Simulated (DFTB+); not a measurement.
## AlH3SO: single-point calculation

- system: AlH3SO, SMILES [OH][AlH][SH]
- method: GFN2-xTB, R-SCC, dispersion built in, COSMO solvent dmf (DFTB+ 25.1)

The geometry comes from this level: PBE0-D4/def2-TZVP.

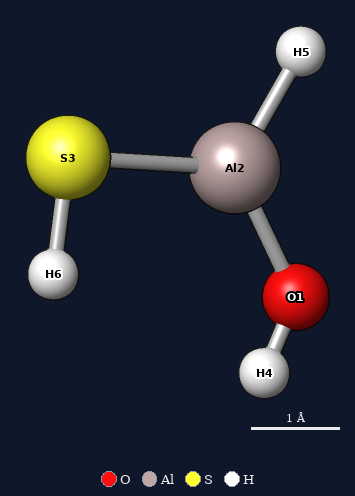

Figure 1. The input geometry (ball-and-stick view, seen at a tilt; atoms are numbered from 1 in the order of the input). Sticks mark near contacts.

## Input file (dftb_in.hsd)
```
Geometry = GenFormat {
  <<< "mol.gen"
}

Hamiltonian = xTB {
  Method = "GFN2-xTB"
  Charge = 0
  Solvation = Cosmo {
    Solvent = fromName {
      "dmf"
    }
    RadiiScaling = {
      O = 1.1
      Al = 1.1
      S = 1.1
      H = 1.1
    }
    AngularGrid = 194
    FreeEnergyShift [kcal/mol] = 0.0
    Solver = DomainDecomposition {
      MaxMoment = 10
      Accuracy = 1e-08
    }
  }
}

Options = {
  WriteResultsTag = Yes
}

ParserOptions = {
  ParserVersion = 14
}
```

## File mol.gen
```
6 C
O Al S H
   1  1     -1.108900     -0.531100     -0.885000
   2  2      0.267100      0.390800     -0.551000
   3  3      1.228200      0.385700      1.412200
   4  4     -1.564400     -1.105800     -0.273700
   5  4      0.868700      1.276400     -1.698100
   6  4      0.351400     -0.480000      1.949300
```

Launched with:
```bash
dftb+ > dftb.out
```

## Log
```
|  DFTB+ development version (commit: a23bfb2)

Reading input file 'dftb_in.hsd'
Parser version: 14

--------------------------------------------------------------------------------

Processed input in HSD format written to 'dftb_pin.hsd'

Starting initialization...
--------------------------------------------------------------------------------
OpenMP threads:              1
Chosen random seed:          243122855
Current stacksize:           unlimited
Mode:                        Static calculation
Self consistent charges:     Yes
SCC-tolerance:                 0.100000E-04
Max. scc iterations:                    100
Shell resolved Hubbard:      Yes
Spin polarisation:           No
Nr. of up electrons:             9.000000
Nr. of down electrons:           9.000000
Periodic boundaries:         No
Electronic solver:           Relatively robust
Mixer:                       Broyden mixer
Mixing parameter:                  0.200000
Nr. of chrg. vec. in memory:            100
Max. SCC-cycles:                        100
tblite library version:      0.3.0
-> parametrization:          GFN2-xTB
-> repulsion:                Yes
-> dispersion:               Yes
-> halogen bonding:          No
-> electrostatics:           Yes
   -> isotropic:             Yes
   -> anisotropic:           Yes
   -> third-order:           Yes
Electronic temperature:              0.950045E-03 H      0.258520E-01 eV
Initial charges:             Set automatically (system chrg:   0.000E+00)
Included shells:             O:  s, p
                            Al:  s, p, d
                             S:  s, p, d
                             H:  s
Solvation:                   conductor like screening model
Dielectric constant:           3.700000E+01
Free energy shift:             0.000000E+00 H      0.000000E+00 eV
Grid points:                   1.164000E+03 total           194 per atom
Solver:                      domain decomposition
SASA model:                  No
Solvated fields rescaled:    Yes
Extra options:
                             Mulliken analysis

--------------------------------------------------------------------------------

***  Geometry step: 0

 iSCC Total electronic   Diff electronic      SCC error
    1   -0.98935558E+01    0.00000000E+00    0.17869394E+01
    2   -0.99887362E+01   -0.98935558E+01    0.17634070E+01
    3   -0.10055993E+02   -0.95180428E-01    0.13503717E+01
    4   -0.10064278E+02   -0.67256505E-01    0.53454341E+00
    5   -0.10051556E+02   -0.82853377E-02    0.30762333E+00
    6   -0.10068482E+02    0.12722046E-01    0.10818730E+00
    7   -0.10069272E+02   -0.16926060E-01    0.36079898E-01
    8   -0.10069919E+02   -0.78965244E-03    0.45834062E-01
    9   -0.10070024E+02   -0.64700011E-03    0.18700802E-01
   10   -0.10070129E+02   -0.10546604E-03    0.14032516E-01
   11   -0.10070141E+02   -0.10513898E-03    0.40404300E-02
   12   -0.10070134E+02   -0.11623784E-04    0.21439878E-02
   13   -0.10070139E+02    0.69974258E-05    0.39335283E-03
   14   -0.10070139E+02   -0.54652959E-05    0.29387310E-03
   15   -0.10070139E+02    0.43921416E-06    0.10378754E-03
   16   -0.10070140E+02    0.37757092E-07    0.27946020E-04
   17   -0.10070140E+02   -0.11215326E-05    0.20978479E-04
   18   -0.10070140E+02   -0.56744836E-07    0.56634982E-05

Total Energy:                      -10.0174335230 H         -272.5882 eV
Extrapolated to 0K:                -10.0174335230 H         -272.5882 eV
Total Mermin free energy:          -10.0174335230 H         -272.5882 eV
Force related energy:              -10.0174335230 H         -272.5882 eV

Cavity information written to dftbp.cosmo

--------------------------------------------------------------------------------
--------------------------------------------------------------------------------
SCC                                    +       0.14 ( 98.2%)       0.16 ( 98.2%)
--------------------------------------------------------------------------------
Missing                                +       0.00 (  1.8%)       0.00 (  1.8%)
Total                                  =       0.15 (100.0%)       0.16 (100.0%)
--------------------------------------------------------------------------------
```

## File detailed.out
```
Fermi distribution function

Calculation with static geometry

********************************************************************************
 iSCC Total electronic   Diff electronic      SCC error
   18   -0.10070140E+02   -0.56744836E-07    0.56634982E-05
********************************************************************************

 Total charge:    -0.00000000

 Atomic gross charges (e)
 Atom           Charge
    1      -0.52601114
    2       0.43788059
    3      -0.41685040
    4       0.38370174
    5      -0.15090831
    6       0.27218752

Nr. of electrons (up):     18.00000000
Atom populations (up)
 Atom       Population
    1       6.52601114
    2       2.56211941
    3       6.41685040
    4       0.61629826
    5       1.15090831
    6       0.72781248

l-shell populations (up)
 Atom Sh.   l       Population
    1   1   0       1.70774196
    1   2   1       4.81826918
    2   1   0       1.03592220
    2   2   1       0.66890106
    2   3   2       0.85729616
    3   1   0       1.99278377
    3   2   1       4.41836789
    3   3   2       0.00569874
    4   1   0       0.61629826
    5   1   0       1.15090831
    6   1   0       0.72781248

Orbital populations (up)
 Atom Sh.   l   m       Population  Label
    1   1   0   0       1.70774196  s
    1   2   1  -1       1.58913847  p_y
    1   2   1   0       1.60838883  p_z
    1   2   1   1       1.62074188  p_x
    2   1   0   0       1.03592220  s
    2   2   1  -1       0.20253954  p_y
    2   2   1   0       0.26854917  p_z
    2   2   1   1       0.19781234  p_x
    2   3   2  -2       0.10698242  d_xy
    2   3   2  -1       0.21565565  d_yz
    2   3   2   0       0.22975633  d_z2
    2   3   2   1       0.18816884  d_xz
    2   3   2   2       0.11673291  d_x2-y2
    3   1   0   0       1.99278377  s
    3   2   1  -1       1.51968699  p_y
    3   2   1   0       1.41878783  p_z
    3   2   1   1       1.47989307  p_x
    3   3   2  -2      -0.00307006  d_xy
    3   3   2  -1       0.00154910  d_yz
    3   3   2   0       0.00337002  d_z2
    3   3   2   1      -0.00029090  d_xz
    3   3   2   2       0.00414058  d_x2-y2
    4   1   0   0       0.61629826  s
    5   1   0   0       1.15090831  s
    6   1   0   0       0.72781248  s

Fermi level:                        -0.3221817260 H           -8.7670 eV
Band energy:                        -9.4572905745 H         -257.3460 eV
TS:                                  0.0000000000 H            0.0000 eV
Band free energy (E-TS):            -9.4572905745 H         -257.3460 eV
Extrapolated E(0K):                 -9.4572905745 H         -257.3460 eV
Input / Output electrons (q):     18.0000000000     18.0000000000

Energy H0:                         -10.1238292456 H         -275.4834 eV
Energy SCC:                          0.0681958354 H            1.8557 eV
Solvation energy:                   -0.0145066396 H           -0.3947 eV
Total Electronic energy:           -10.0701400498 H         -274.0225 eV
Repulsive energy:                    0.0552627480 H            1.5038 eV
Total energy:                      -10.0174335230 H         -272.5882 eV
Extrapolated to 0:                 -10.0174335230 H         -272.5882 eV
Total Mermin free energy:          -10.0174335230 H         -272.5882 eV
Force related energy:              -10.0174335230 H         -272.5882 eV

Non-constrained calculation

SCC converged

Dipole moment:   -1.34143148   -1.16864735    0.40796093 au
Dipole moment:   -3.40957901   -2.97040553    1.03693334 Debye
```

## File band.out
```
 KPT            1  SPIN            1  KWEIGHT    1.0000000000000000
     1    -19.4135  2.00000
     2    -18.7419  2.00000
     3    -15.5910  2.00000
     4    -13.9930  2.00000
     5    -13.3345  2.00000
     6    -13.1286  2.00000
     7    -12.4107  2.00000
     8    -11.1828  2.00000
     9    -10.8771  2.00000
    10     -6.6569  0.00000
    11     -5.0462  0.00000
    12     -4.5357  0.00000
    13     -3.3379  0.00000
    14     -2.9739  0.00000
    15     -2.2174  0.00000
    16     -0.9675  0.00000
    17     -0.0116  0.00000
    18      0.3757  0.00000
    19      1.7632  0.00000
    20      2.6879  0.00000
    21      3.7379  0.00000
    22     10.6657  0.00000
    23     15.4079  0.00000
    24     25.5067  0.00000
    25     27.0630  0.00000
```

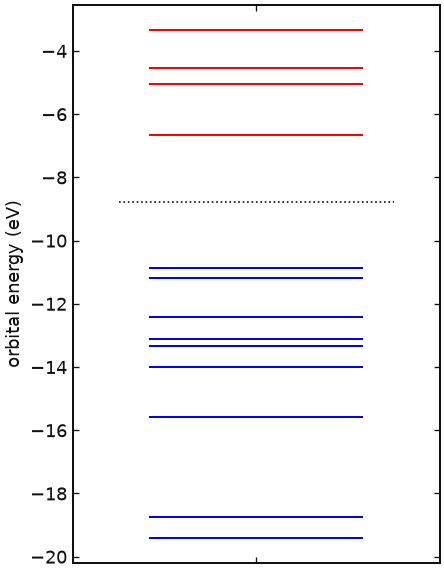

Figure 2. Orbital energies near the frontier; the dotted line parts filled from empty levels, and levels within 0.02 eV of each other stand side by side. Highest filled −10.88 eV, lowest empty −6.66 eV, 4.22 eV apart.

## Summary

```csv
quantity,value
outcome,converged
Mermin free energy,−10.017434 hartree
solvation energy,−0.014507 hartree
basis functions,25
HOMO,−10.88 eV
LUMO,−6.66 eV
dipole moment,4.64 D
hardware,"1 thread of AMD EPYC (Zen 5), 32 GiB of memory available, shared host"
peak memory,0.073 GiB
```

## Remarks

Settings chosen away from the usual ones: angular_grid.
